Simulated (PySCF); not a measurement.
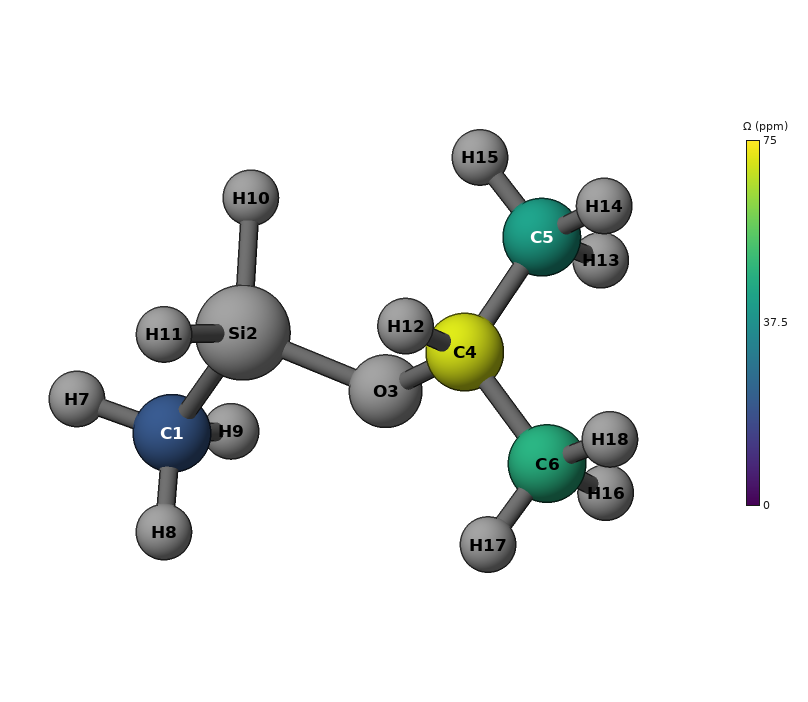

The C atoms are coloured by the span of their shielding tensor. The geometry was computed by an optimisation with PBE0-D3(BJ)/def2-SVP. No frequency run is at hand to confirm it as a minimum. Properties computed with GIAO PBE/pcSseg-1 NMR shielding, non-relativistic, gas phase (PySCF 2.14.0). Principal shieldings σ11 ≤ σ22 ≤ σ33, span Ω = σ33 − σ11, skew κ = 3(σiso − σ22)/Ω.

> Which C atom has the most anisotropic shielding?

C4, with a span of 71 ppm.

Give the shielding tensors of the C atoms.

```csv
atom,σ11,σ22,σ33,σiso,Ω,κ
C1,172.4,186.0,193.0,183.8,20.5,−0.32
C4,79.2,93.1,149.8,107.4,70.6,0.61
C5,137.7,146.6,180.0,154.8,42.3,0.58
C6,133.2,143.1,180.6,152.3,47.4,0.58
```

Shieldings and span in ppm.
